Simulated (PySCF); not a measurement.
## Electronic structure of C8H14AlN in real space

```csv
atom,x (Å),y (Å),z (Å)
C,-1.5408,2.8395,-0.2317
C,-1.3694,1.6547,-0.3232
C,-1.2111,0.2278,-0.4026
Al,0.6864,-0.4221,-0.6848
N,2.0698,0.0070,0.3730
C,3.3747,-0.6110,0.2309
C,2.0266,0.9985,1.4345
C,-2.0614,-0.4948,-1.4825
C,-2.4591,-1.5254,-0.4235
C,-1.9935,-0.5727,0.6795
H,-1.6615,3.8795,-0.1650
H,0.9186,-1.3805,-1.8699
H,3.6705,-1.1344,1.1481
H,3.3293,-1.3347,-0.5864
H,4.1463,0.1325,-0.0011
H,2.7397,1.8099,1.2470
H,1.0209,1.4214,1.4789
H,2.2672,0.5516,2.4065
H,-2.8975,0.1050,-1.8399
H,-1.5087,-0.8895,-2.3440
H,-1.8290,-2.4160,-0.4769
H,-3.5052,-1.8266,-0.4006
H,-1.4110,-1.0097,1.4934
H,-2.8133,0.0097,1.1018
```

Geometry: GFN2-xTB.

The calculation used PBE0/pcSseg-1, SCF density, gas phase, non-relativistic in PySCF.

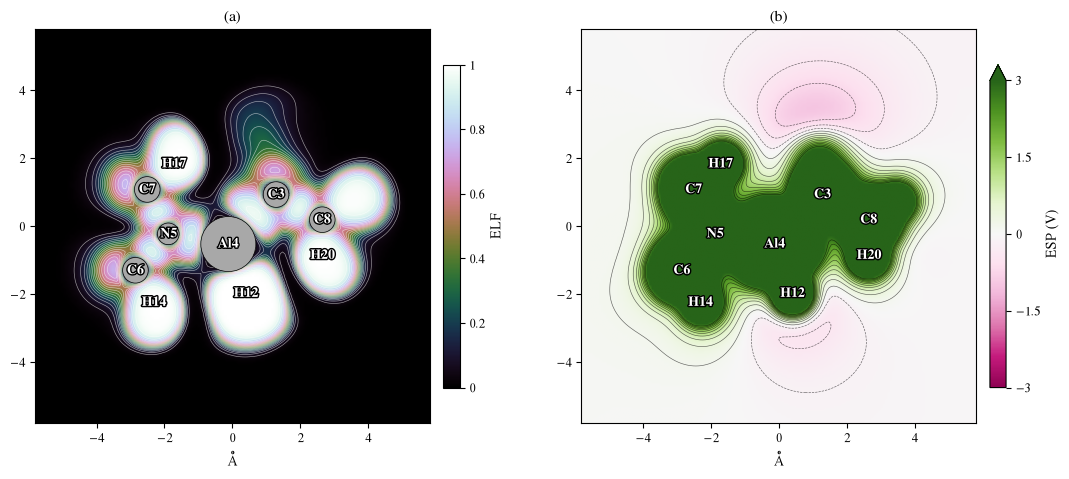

Figure 1. (a) electron localisation function; (b) electrostatic potential on the plane of atoms N5, Al4 and H12. Grey discs cover the atomic cores in the ELF map.

Read the bonding off the picture.

Answer. Atoms in the plane: C, Al, N and H. C–N (1.45 Å): the ELF peaks at about 0.90 between the atoms, as expected for a shared electron pair. Al–N (1.79 Å): the ELF peaks at about 0.90 in the valence shell of N, 0.7 Å from its nucleus, and is about 0.65 at the midpoint. C–Al (2.03 Å): the ELF peaks at about 0.95 between the atoms, as expected for a shared but strongly polarised pair. Al–H (1.54 Å): the ELF climbs to about 1 towards the hydrogen. Outside the dense part of the molecule the potential is most negative (−1.0 V) near C2, which lies off the plane.

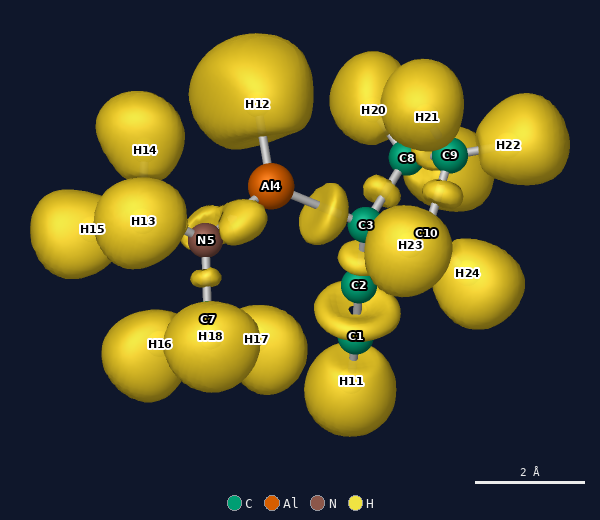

Figure 2. Isosurface of the ELF at 0.85 (yellow), seen at a tilt. Only the valence region is drawn (cores and ρ < 0.01 e/Å³ removed).

What do the ELF domains correspond to?

Answer. At this value the surface marks out one region between bonded Al–C atoms (shared pairs), six regions between bonded C–C atoms (shared pairs), two regions between bonded C–N atoms (shared pairs), 14 regions around hydrogen nuclei and one lobe of the valence shell of N pointing towards Al.


C–C (1.20 Å): the ELF peaks at about 0.85 between the atoms; a short, multiple covalent bond.

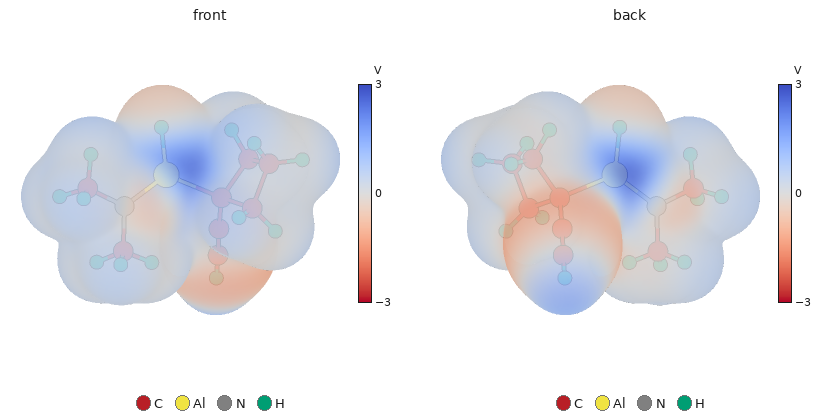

Figure 3. The electrostatic potential painted on the density surface at 0.002 e/bohr³, seen from the front and from behind; the colour scale runs from red (negative) to blue (positive).

Which sites attract a positive test charge, and which a negative one?

Answer. A positive charge is drawn to the negative regions and a negative charge to the positive ones. The most negative region (about −1.0 V) lies over C1 and C2, the most positive (about +2.2 V) over Al4.

What dipole moment does the calculation give?

Answer. Its dipole moment is 1.11 D.
